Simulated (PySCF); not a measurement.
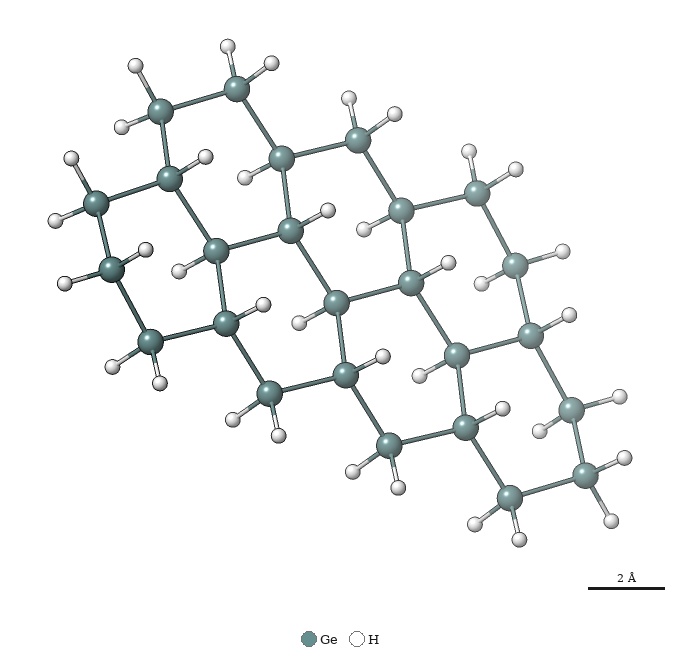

Figure 1. The input geometry (ball-and-stick view, seen at a tilt). Sticks mark near contacts. Bond lengths as drawn: Ge–Ge 2.40 to 2.47 Å and Ge–H 1.52 to 1.55 Å.

Ge25H38: excited-state calculation

System: Ge25H38.
Method: TDDFT PBE/def2-SVP, vertical, gas phase, core orbitals frozen in the response (PySCF 2.14.0).

The geometry comes from this level: GFN2-xTB.

The input
```
{"job": {"kind": "uv", "basis": "def2-SVP", "grid": 1, "kgrid": 0, "vcut": null, "nstates": 6, "ntriplets": 2, "tda": false, "delta": ["ip_vertical"], "pop": true, "xc": "PBE"}, "charge": 0, "multiplicity": 1}
Ge    -2.077900     3.341034    -0.200094
Ge    -4.171752     4.428197     0.385438
Ge    -6.159030     3.276511    -0.345897
Ge    -6.270497     0.935815     0.283642
Ge    -4.177764    -0.261310    -0.219221
Ge    -2.089986     0.939157     0.309154
Ge     6.159268     3.276551    -0.345767
Ge     4.172017     4.428509     0.384908
Ge     2.078664     3.340557    -0.200074
Ge     2.090455     0.938989     0.309348
Ge     4.178107    -0.261198    -0.218979
Ge     6.270198     0.935916     0.283631
Ge    -8.254031    -0.327209    -0.329059
Ge    -8.227103    -2.618063     0.397634
Ge    -6.239816    -3.777304    -0.304190
Ge    -4.158327    -2.665912     0.287932
Ge     0.000771     4.439052     0.426856
Ge     0.000271    -0.250308    -0.223308
Ge     0.000175    -2.649425     0.281565
Ge     2.076572    -3.753212    -0.337653
Ge     4.158728    -2.666190     0.288553
Ge     8.254428    -0.327366    -0.328499
Ge     6.239586    -3.778598    -0.303356
Ge     8.227087    -2.619470     0.398132
Ge    -2.076399    -3.753829    -0.337194
H     -2.065835     3.387137    -1.741937
H     -4.241389     4.576209     1.897523
H     -4.191088     5.889207    -0.049563
H     -6.249813     3.378638    -1.860244
H     -7.418116     4.024417     0.076720
H     -6.316882     0.966416     1.824123
H     -4.174992    -0.254859    -1.768655
H     -2.091918     0.931466     1.858196
H      6.250670     3.377358    -1.860169
H      7.419078     4.024127     0.075344
H      4.242614     4.576659     1.897022
H      4.191787     5.889114    -0.051062
H      2.065646     3.387145    -1.741586
H      2.092080     0.930562     1.858182
H      4.174759    -0.254010    -1.768073
H      6.317586     0.966109     1.823904
H     -8.407402    -0.299494    -1.840164
H     -9.520160     0.389584     0.113041
H     -8.313892    -2.656066     1.911300
H     -9.490900    -3.361582    -0.002859
H     -6.293649    -3.949058    -1.813474
H     -6.242479    -5.226356     0.158451
H     -4.153225    -2.709444     1.829161
H      0.000634     4.628842     1.939545
H      0.000412     5.898886    -0.027053
H      0.000165    -0.235322    -1.772495
H      0.001302    -2.700199     1.822661
H      2.083042    -3.938066    -1.849722
H      2.078960    -5.214790     0.106367
H      4.153427    -2.710860     1.829808
H      8.407965    -0.298463    -1.840117
H      9.521132     0.389417     0.113769
H      6.294407    -3.949853    -1.812433
H      6.242476    -5.227390     0.159461
H      8.315135    -2.657327     1.911913
H      9.491645    -3.362039    -0.002874
H     -2.082784    -3.939572    -1.849312
H     -2.078465    -5.214911     0.108875
```

The first line tells a small driver script what to run in PySCF; the rest is the geometry in Å.

Run on 4 CPU threads, shared host.

Run as:
```bash
OMP_NUM_THREADS=4 python <driver script> task.json out
```

Output
```
start: PBE on a coarse grid of 262803 points
cycle   1  E = -51933.4722020708  dE = -1.279e+01  |g| = 2.273e+00  |ddm| = 8.705e+00
cycle   2  E = -51933.1879420121  dE =  2.843e-01  |g| = 2.768e+00  |ddm| = 2.877e+00
cycle   3  E = -51933.9169451044  dE = -7.290e-01  |g| = 1.994e-01  |ddm| = 2.086e+00
cycle   4  E = -51933.9315166518  dE = -1.457e-02  |g| = 7.717e-02  |ddm| = 4.995e-01
cycle   5  E = -51933.9337529627  dE = -2.236e-03  |g| = 2.774e-02  |ddm| = 1.630e-01
cycle   6  E = -51933.9339543821  dE = -2.014e-04  |g| = 7.987e-03  |ddm| = 4.827e-02
final grid: 262803 points
cycle   7  E = -51933.9338770055  dE =  7.738e-05  |g| = 1.671e-02  |ddm| = 3.734e-02
cycle   8  E = -51933.9334577374  dE =  4.193e-04  |g| = 3.892e-02  |ddm| = 8.759e-02
cycle   9  E = -51933.9339621161  dE = -5.044e-04  |g| = 3.451e-03  |ddm| = 6.540e-02
cycle  10  E = -51933.9339697189  dE = -7.603e-06  |g| = 5.605e-04  |ddm| = 6.213e-03
cycle  11  E = -51933.9339667312  dE =  2.988e-06  |g| = 8.434e-05  |ddm| = 8.523e-04
converged SCF energy = -51933.9339667312
Vertical ionisation energy (delta-SCF) = 7.1664 eV   <S^2> = 0.751

Static polarisability (au): isotropic 1026.165, principal 499.114 1039.561 1539.820

Singlet excitations
state   eV       nm        f      main configurations
  1   3.2772    378.3   0.57380   H->L 0.92
  2   3.3720    367.7   0.14245   H-1->L 0.95
  3   3.4000    364.7   0.00637   H-2->L 0.99
  4   3.4333    361.1   0.01003   H->L+1 0.97
  5   3.5698    347.3   0.00139   H-1->L+1 0.99
  6   3.6675    338.1   0.00185   H->L+2 0.90

Triplet excitations (Tamm-Dancoff, eV): 3.0320 3.1615
```

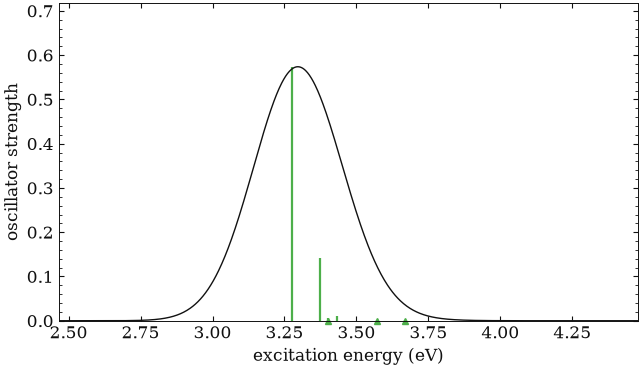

Figure 2. Computed excitations as sticks (degenerate states added up, dark ones marked on the axis), with a Gaussian envelope of 0.35 eV full width at half maximum, scaled to the tallest. Of the 6 states the lowest lies at 3.28 eV (f = 0.574); the strongest line is at 3.28 eV, or 378 nm (f = 0.574).

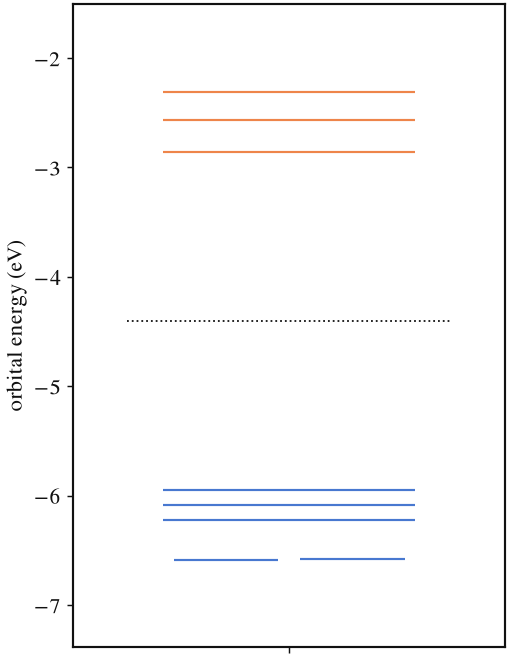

Figure 3. Orbital energies near the frontier; the dotted line parts filled from empty levels, and levels within 0.02 eV of each other stand side by side. Highest filled −5.95 eV, lowest empty −2.86 eV, 3.09 eV apart.

Key numbers

- outcome: converged
- total energy: −51933.933967 hartree
- HOMO: −5.95 eV
- LUMO: −2.86 eV
- dipole moment: 0.17 D
- mean polarisability: 1026.16 a.u.
- vertical ionisation energy: 7.17 eV
- lowest singlet excitation: 3.28 eV
- wall time: 3 min (CPU time 7.7 min)
- peak memory: 3.1 GiB

Spin–orbit coupling is left out, which matters for the heavy atoms.
